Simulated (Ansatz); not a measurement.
# Al2H4I2 ((H2Al-mu-I)2): what the fields show

```xyz
8

Al   -1.3307   -0.0861    1.2357
H    -1.1438   -1.2034    2.3521
H    -2.5322    0.9450    1.0846
I     0.9664    1.3381    1.1340
Al    1.3326    0.0831   -1.2339
H     1.1998    1.1822   -2.3758
H     2.5060   -0.9713   -1.0321
I    -0.9980   -1.2876   -1.1646
```

Geometry: PBE-D4/def2-SVP; core potentials replace the inner electrons of I.

Level of theory: RKS PBE0-D4/def2-TZVP in Ansatz 0.2.0.

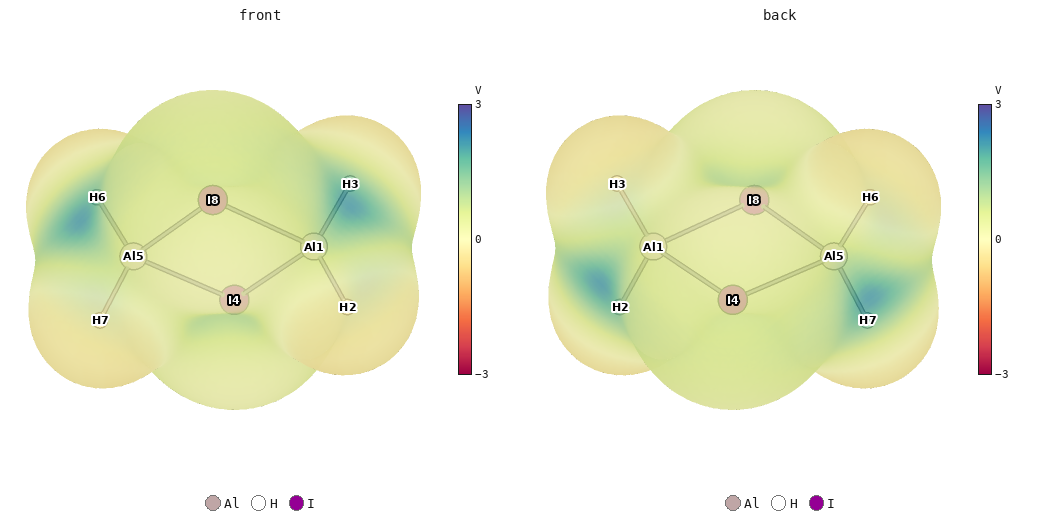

Figure 1. The molecular electrostatic potential painted on the density surface at 0.002 e/bohr³, seen from the front and from behind; the colour scale runs from red (negative) to blue (positive).

Question: Which sites attract a positive test charge, and which a negative one?

Answer: A positive charge is drawn to the negative regions and a negative charge to the positive ones. The most negative region (about −0.3 V) lies over H2, H3, H6 and H7, the most positive (about +2.1 V) over Al1 and Al5.

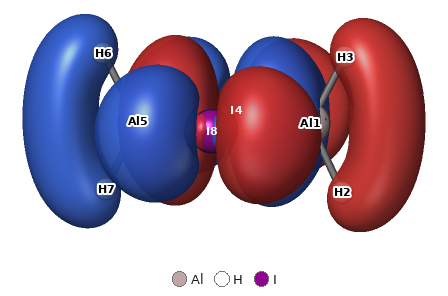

Figure 2. The LUMO at ±0.05 Å⁻³ᐟ² (red and blue are the two phases), seen across its widest extent.

Question: What is the character of this orbital?

Answer: By Hirshfeld shares it lies mainly on Al1 (about 25 %), Al5 (about 25 %), I4 (about 20 %) and I8 (about 20 %). Its energy is −1.28 eV.

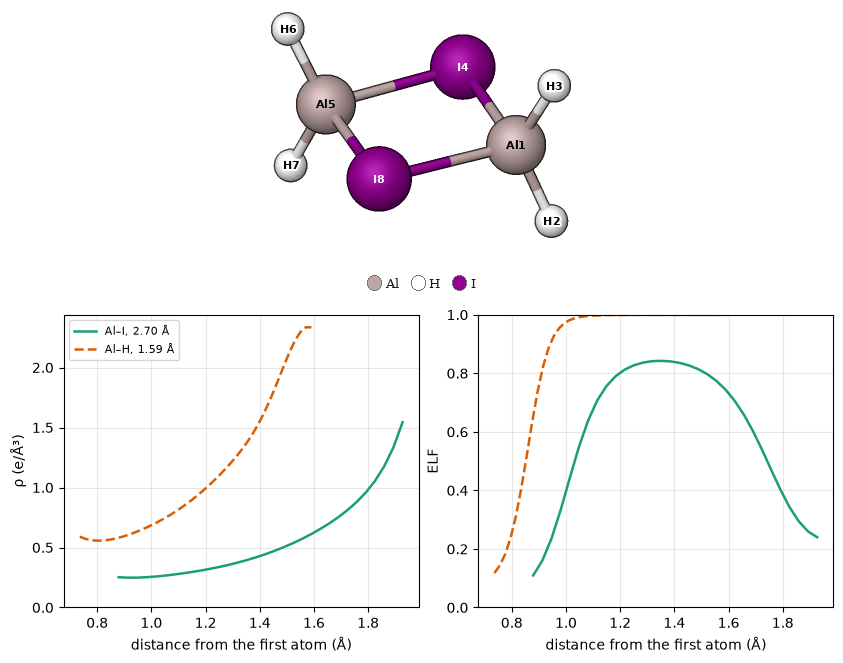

Figure 3. Electron density and electron localisation function along straight lines between neighbouring atoms. The curves leave out the atomic cores. The structure is drawn too.

Question: Compare the contacts.

Answer: Al–I (2.70 Å): the density is about 0.4 e/Å³ at the midpoint, with its minimum of 0.25 e/Å³ about 0.9 Å from Al; the ELF peaks at about 0.85 in the valence shell of I, 1.4 Å from its nucleus, and is about 0.85 at the midpoint.
Al–H (1.59 Å): the density is about 0.56 e/Å³ at the midpoint; the ELF climbs to about 1 towards the hydrogen.

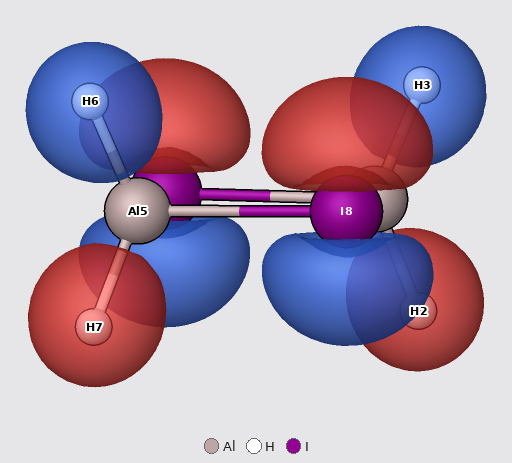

Figure 4. One frontier orbital at ±0.1 Å⁻³ᐟ² (red and blue are the two phases), seen at an oblique angle.

Question: Which orbital is it: HOMO or LUMO?

Answer: The HOMO, at −7.86 eV. It lies mainly on I4 (about 25 %), I8 (about 25 %), Al1 (about 10 %), Al5 (about 10 %), H2 (about 10 %) and H7 (about 10 %).
